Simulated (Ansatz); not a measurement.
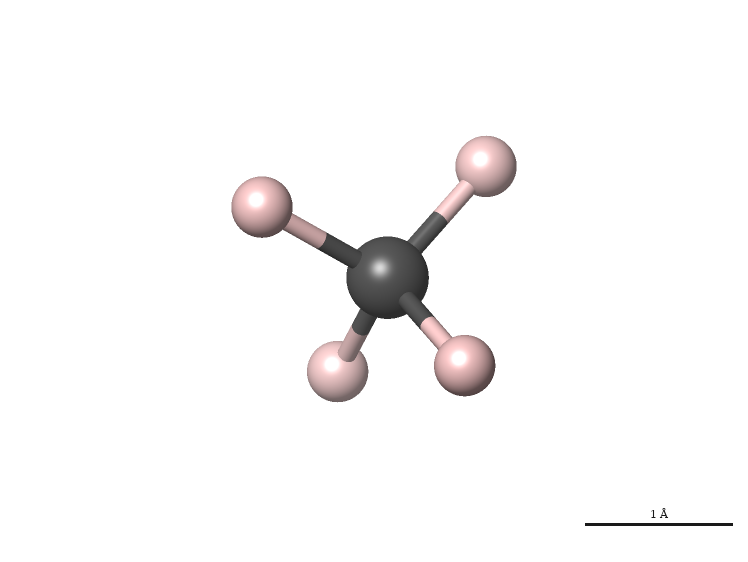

Rendered structure (ball-and-stick style). Colours: carbon dark grey, hydrogen pink.

Description:

It has 5 atoms: 1 carbon and 4 hydrogen (CH4). This geometry has Td symmetry. Coordination: 1 C tetrahedral.

More results for the same structure follow; atom numbers are the same in all pictures, views and colours differ. Computed geometry: PBE0-D4/def2-TZVP optimisation.

Thermal motion

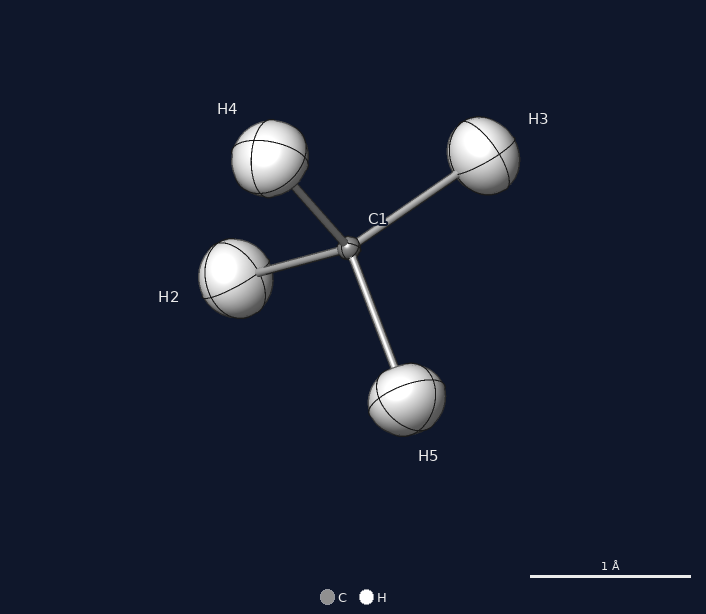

Displacement ellipsoids at the 50 % level, enlarged 2 times, from the internal vibrations of the free molecule (harmonic, no overall translation or rotation; no half-axis is drawn under 0.075 Å). Vibrations computed with RKS PBE0-D4/def2-TZVP (Ansatz 0.2.0). Temperature: 100 K.

Give the displacement parameters, one line for each set of equivalent atoms.

```
          atom  U_eq (Å²)   rms amplitudes (Å)
            C1    0.00021  0.014, 0.014, 0.014
H2, H3, H4, H5     0.0061  0.071, 0.081, 0.081
```

Vibrations

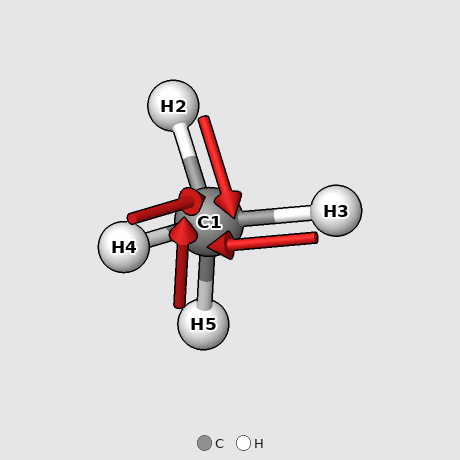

The arrows show one normal mode. Harmonic vibrations computed with RKS PBE0-D4/def2-TZVP (Ansatz 0.2.0) at a stationary point of the same level.

Describe the motion.

Answer. Mostly in-phase stretching of 4 C–H bonds.

Estimate its harmonic wavenumber.

Answer. 3047 cm⁻¹; it is mode 6 of 9 counted from the lowest.

Electronic properties

Method: RKS PBE0-D4/def2-TZVPP (Ansatz 0.2.0).

Estimate the HOMO energy (Kohn–Sham orbital).

Answer. −10.98 eV.

Estimate the HOMO–LUMO gap.

Answer. 12.68 eV.

Charges

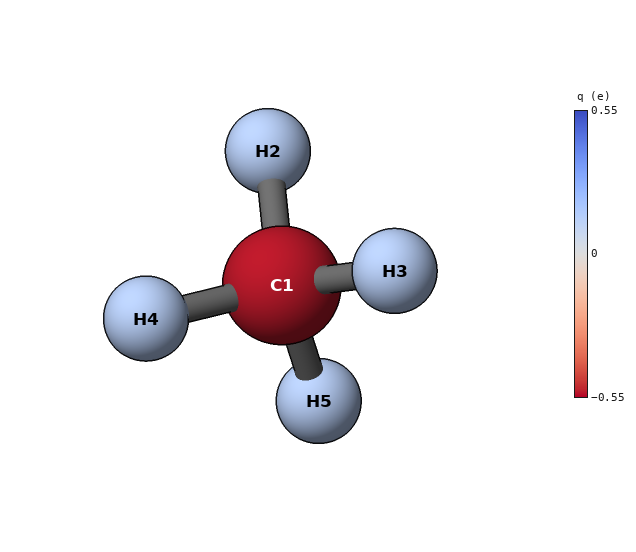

Atoms are coloured by their Mulliken charges. Level of theory: RKS PBE0-D4/def2-TZVP (Ansatz 0.2.0).

List the Mulliken charges.

```csv
atom,value (e)
C1,−0.53
H2,0.13
H3,0.13
H4,0.13
H5,0.13
```

Mulliken values depend strongly on the basis set and can even reverse the polarity of a bond.
